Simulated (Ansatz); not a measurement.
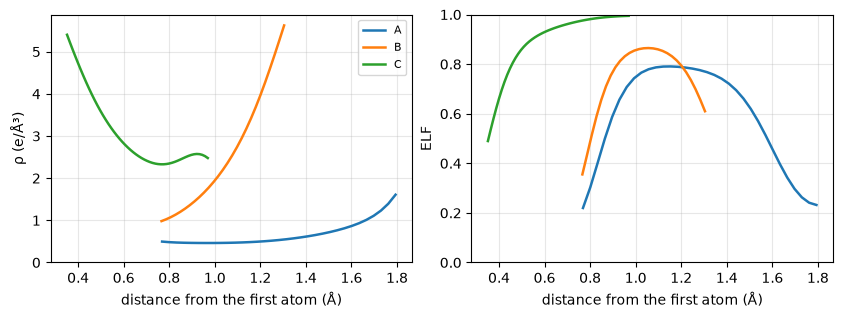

*HIOSi. Electron density and electron localisation function along straight lines between neighbouring atoms. The curves leave out the atomic cores.*

Geometry: B3LYP-D3(BJ)/def2-SVP; core potentials replace the inner electrons of I.

Level of theory: isolated molecule in a Gaussian basis; Kohn-Sham density functional theory, functional PBE0 in Ansatz.

Which curve belongs to which contact (O–H, Si–I and Si–O)? The first atom named is at distance zero.

Curve A: Si–I (2.56 Å): the density is about 0.53 e/Å³ at the midpoint, with its minimum of 0.46 e/Å³ about 1.0 Å from Si; the ELF peaks at about 0.80 between the atoms, as expected for localised, covalent bonding. Curve B: Si–O (1.66 Å): ρ at the midpoint is about 1.1 e/Å³; the ELF peaks at about 0.85 between the atoms (a polar covalent bond). Curve C: O–H (0.97 Å): ρ is about 3.7 e/Å³ halfway; the ELF climbs to about 1 towards the hydrogen, as it does in any bond to H: a covalent bond by its length.
